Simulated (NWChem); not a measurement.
# doublet CH5N− at 6 levels

Wanted: a comparison of 6 runs (UHF/STO-3G, UHF/3-21G, UB3LYP/6-31G*, U-wB97X/aug-cc-pVDZ, UB2PLYP/aug-cc-pVDZ) of doublet CH5N−. 

The results are computed with NWChem 7.3.0.

1 further run of the same task is left out (set aside as unsound or not needed).

### 1 The molecule

CH5N− has 7 atoms, charge -1, and is taken as a doublet. As SMILES of the parent species, `CN`. The shape is that of a PBE0-D4/def2-TZVP optimisation. That shape belongs to the parent species and isn't relaxed for this state.

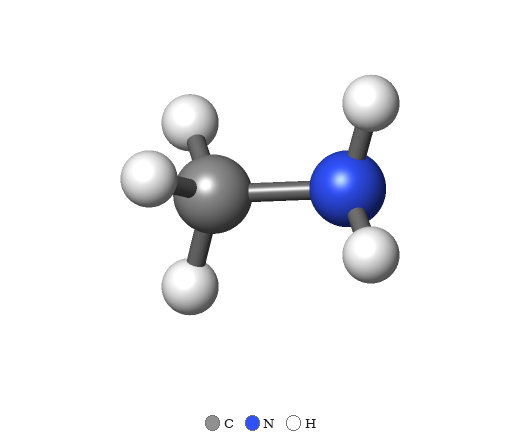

Viewed from a chosen angle; carbon grey, nitrogen blue, hydrogen white.

### 2 The energy at UHF/STO-3G (run 1)

test.nw

```
start test
memory stack 880 mb heap 220 mb global 1100 mb
charge -1

geometry units angstroms noautosym nocenter noautoz
   C     -0.473800    -0.138400    -0.281500
   N      0.801600     0.390900     0.170500
   H     -0.984400    -0.806400     0.427500
   H     -0.327200    -0.690700    -1.212500
   H     -1.150500     0.689300    -0.505500
   H      1.448000    -0.360600     0.373500
   H      0.686300     0.915800     1.027900
end

basis spherical bse
   * library STO-3G
end

scf
   nopen 1
   uhf
   thresh 1e-08
   maxiter 80
end

task scf energy
```

Started as:

```console
$ nwchem test.nw > test.out
```

Standard output:

```text
[...]
  functions       =    15
[...]
  wavefunction    = UHF
[...]
         Total SCF energy =    -93.443842575040
      One electron energy =   -216.976868366477
      Two electron energy =     81.392144140863
 Nuclear repulsion energy =     42.140881650574
                       Sz =      0.5000
                 Sz(Sz+1) =      0.7500
                      S^2 =      0.7623
[...]
```

Run time: 1.5 s. Hardware: 1 thread of Intel Xeon 6975P-C (Granite Rapids), shared host; peak memory 0.097 GiB.

### 3 A single-point energy at UHF/3-21G (run 2)

job.nw

```
start job
memory stack 880 mb heap 220 mb global 1100 mb
charge -1

geometry noautosym nocenter noautoz
  C     -0.473800    -0.138400    -0.281500
  N      0.801600     0.390900     0.170500
  H     -0.984400    -0.806400     0.427500
  H     -0.327200    -0.690700    -1.212500
  H     -1.150500     0.689300    -0.505500
  H      1.448000    -0.360600     0.373500
  H      0.686300     0.915800     1.027900
end

basis spherical bse
  * library 3-21G
end

scf
  nopen 1
  uhf
  thresh 1e-08
  maxiter 80
  print low
end

task scf energy
```

Started as:

```console
$ nwchem job.nw > job.out
```

Standard output:

```text
[...]
  functions       =    28
[...]
  wavefunction    = UHF
[...]
         Total SCF energy =    -94.423332260596
      One electron energy =   -215.422951059235
      Two electron energy =     78.858737148065
 Nuclear repulsion energy =     42.140881650574
                       Sz =      0.5000
                 Sz(Sz+1) =      0.7500
                      S^2 =      0.7569
[...]
```

Run time: 1.6 s. Hardware: 1 thread of Intel Xeon 6975P-C (Granite Rapids), shared host; peak memory 0.097 GiB.

Runs 3 to 4 aren't shown in full; the table further down has their settings and results.

### 4 The energy at U-wB97X/aug-cc-pVDZ (run 5)

calc.nw

```
START calc
memory 2200 mb
charge -1
GEOMETRY units angstroms noautosym nocenter noautoz
   C    -0.473800   -0.138400   -0.281500
   N     0.801600    0.390900    0.170500
   H    -0.984400   -0.806400    0.427500
   H    -0.327200   -0.690700   -1.212500
   H    -1.150500    0.689300   -0.505500
   H     1.448000   -0.360600    0.373500
   H     0.686300    0.915800    1.027900
END
BASIS spherical bse
   * library aug-cc-pVDZ
END
DFT
   xc wb97x
   mult 2
   grid fine
   convergence energy 1e-08
   maxiter 100
   mulliken
END
TASK dft energy
```

Started as:

```console
$ nwchem calc.nw > calc.out
```

Standard output:

```text
[...]
          Wavefunction type:  spin polarized.
          No. of atoms     :     7
          No. of electrons :    19
[...]
          Charge           :    -1
          Spin multiplicity:     2
[...]
          AO basis - number of functions:    91
[...]
              XC Information
              --------------
                       wb97x  Method XC Functional
                     Hartree-Fock (Exact) Exchange  1.000
                         wb97x Exchange Functional  1.000
                      wb97x Correlation Functional  1.000
[...]
 d= 0,ls=0.0,diis     1    -95.5885504816 -1.38D+02  3.43D-01  3.90D-01     6.9
[...]
 d= 0,ls=0.0,diis    19    -95.8101668990 -6.55D-11  3.01D-06  2.19D-12   125.6
[...]
         Total DFT energy =      -95.810166898961
      One electron energy =     -214.172538489779
           Coulomb energy =       90.465553915797
    Exchange-Corr. energy =      -14.244063975553
 Nuclear repulsion energy =       42.140881650574
[...]
      Total Density - Mulliken Population Analysis
     ---------------------------------------------
    Atom       Charge   Shell Charges
 -----------   ------   -------------------------------------------------------
    1 C    6     2.80   2.02  0.65  0.02 -1.97  2.10  0.04 -0.08  0.08 -0.07
    2 N    7     7.31   2.01  0.74  0.65  0.30  2.44  1.11  0.02  0.03  0.02
    3 H    1     2.33   0.77  0.64  0.97  0.03 -0.08
    4 H    1     1.62   0.78  0.60  0.27  0.03 -0.05
    5 H    1     1.62   0.78  0.60  0.27  0.03 -0.05
    6 H    1     1.66   0.77  0.31  0.54  0.05 -0.01
    7 H    1     1.66   0.77  0.31  0.54  0.05 -0.01
[...]
      <S2> =      0.7505 (Exact =     0.7500)
[...]
```

Run time: 2.1 min. Hardware: 1 thread of Intel Xeon 6975P-C (Granite Rapids), shared host; peak memory 0.11 GiB.

### 5 The energy at UB2PLYP/aug-cc-pVDZ (run 6)

ch5n.nw

```
start ch5n
memory total 2200 mb
charge -1

geometry noautosym nocenter noautoz
C       -0.473800      -0.138400      -0.281500
N        0.801600       0.390900       0.170500
H       -0.984400      -0.806400       0.427500
H       -0.327200      -0.690700      -1.212500
H       -1.150500       0.689300      -0.505500
H        1.448000      -0.360600       0.373500
H        0.686300       0.915800       1.027900
end

basis spherical bse
* library aug-cc-pVDZ
end

dft
xc hfexch 0.53 becke88 0.47 lyp 0.73 mp2 0.27
dftmp2 semidirect
mult 2
grid fine
convergence energy 1e-08
iterations 100
mulliken
end

mp2
freeze core 2
end

task dft energy
```

Started as:

```console
$ nwchem ch5n.nw > ch5n.out
```

Standard output:

```text
[...]
          Wavefunction type:  spin polarized.
          No. of atoms     :     7
          No. of electrons :    19
[...]
          Charge           :    -1
          Spin multiplicity:     2
[...]
          AO basis - number of functions:    91
[...]
              XC Information
              --------------
                     Hartree-Fock (Exact) Exchange  0.530
                    Becke 1988 Exchange Functional  0.470
              Lee-Yang-Parr Correlation Functional  0.730
[...]
 d= 0,ls=0.0,diis     1    -95.4042690474 -1.38D+02  4.31D-01  3.81D-01     2.7
[...]
 d= 0,ls=0.0,diis    16    -95.6223871827 -8.19D-11  7.90D-06  6.11D-13    29.3
[...]
         Total DFT energy =      -95.622387182662
      One electron energy =     -214.181957556215
           Coulomb energy =       90.482894345548
    Exchange-Corr. energy =      -14.064205622569
 Nuclear repulsion energy =       42.140881650574
[...]
      Total Density - Mulliken Population Analysis
     ---------------------------------------------
    Atom       Charge   Shell Charges
 -----------   ------   -------------------------------------------------------
    1 C    6     2.92   2.01  0.66  0.03 -1.94  2.07  0.13 -0.07  0.08 -0.08
    2 N    7     7.47   2.01  0.75  0.68  0.33  2.41  1.21  0.02  0.03  0.02
    3 H    1     2.04   0.78  0.56  0.75  0.03 -0.08
    4 H    1     1.60   0.78  0.55  0.28  0.03 -0.04
    5 H    1     1.60   0.78  0.55  0.28  0.03 -0.04
    6 H    1     1.69   0.77  0.26  0.61  0.05 -0.00
    7 H    1     1.69   0.77  0.26  0.61  0.05 -0.00
[...]
      <S2> =      0.7501 (Exact =     0.7500)
[...]
  Basis functions       =     91
[...]
```

It took 34 s on 1 thread of Intel Xeon 6975P-C (Granite Rapids), shared host; peak memory 0.21 GiB.

### 6 The series

```csv
run,level,iteration cap,module,energy (Eh),HOMO energy (eV),LUMO energy (eV),⟨S²⟩,wall time
1,UHF/STO-3G,80,scf,-93.443843,14.64,26.95,0.762,1.5 s
2,UHF/3-21G,80,scf,-94.423332,–,–,0.757,1.6 s
3,UB3LYP/6-31G* (spherical functions),100,dft,-95.681002,–,–,0.751,17 s
4,UB3LYP/6-31G* (Cartesian functions),100,dft,-95.684218,6.84,8.71,0.751,21 s
5,U-wB97X/aug-cc-pVDZ,100,dft,-95.810167,0.82,3.59,0.750,2.1 min
6,UB2PLYP/aug-cc-pVDZ,100,dft,-95.737364,1.39,3.08,0.750,34 s
```

### 7 What came out

```
                                                       quantity         value
                                            run 6: total energy  -95.73736 Eh
run 6: HOMO energy (SCF part's orbitals) (highest over α and β)       1.39 eV
 run 6: LUMO energy (SCF part's orbitals) (lowest over α and β)       3.08 eV
                                                    run 6: ⟨S²⟩         0.750
```

**Reading.** Totals of different functionals can't be ranked against each other. In runs 1, 4, 5, 6 the HOMO lies above zero, so the outermost electron may be held by the basis alone. In run 1 the basis is minimal, so the values are rough. All runs together took 3.3 min, the longest 2.1 min.
